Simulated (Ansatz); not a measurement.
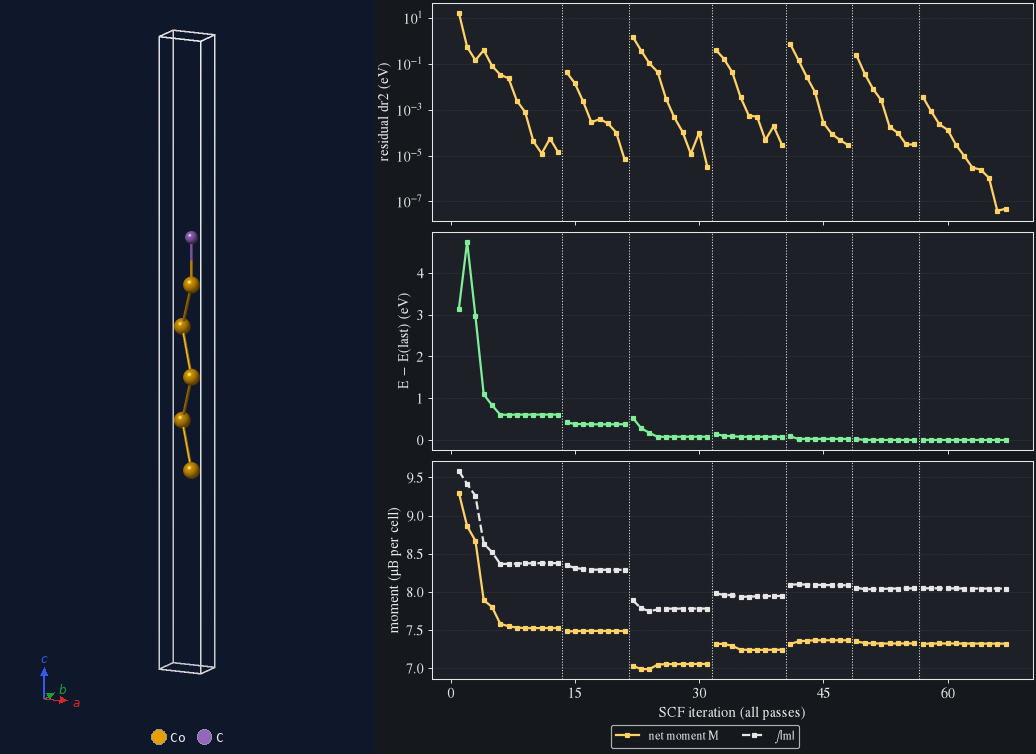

Beside the plot: the structure.

The plot shows the SCF iterations of a calculation: density residual dr2, Harris–Foulkes energy less its last value, magnetic moments. Each stretch between dotted lines is the SCF of one geometry step of a relaxation. dr2 is the charge part; the magnetisation has a residual of its own.

The run: Co5C (slab, 6 atoms in the cell), by DFT PBEsol, scalar-relativistic, plane waves, PAW in Ansatz 0.2.0; cutoff 420 eV, 12×12×1 k-mesh, Gaussian smearing of 0.1 eV, collinear spins.

Q: Did the calculation converge?

A: It converged, after 67 iterations in all. There are 7 passes, of 13, 8, 10, 9, 8, 8 and 11 iterations. In pass 1, the residual falls unevenly and jumps up by a factor of two or more twice on the way down. The first pass is the longest because it starts from scratch; later ones start from the previous geometry's density. The state reached needn't be the lowest one. The relaxation met its thresholds.

Q: What happens to the magnetisation?

A: The net moment goes from 9.3 to 7.3 μB per cell. ∫|m| ends at 8.0 μB.
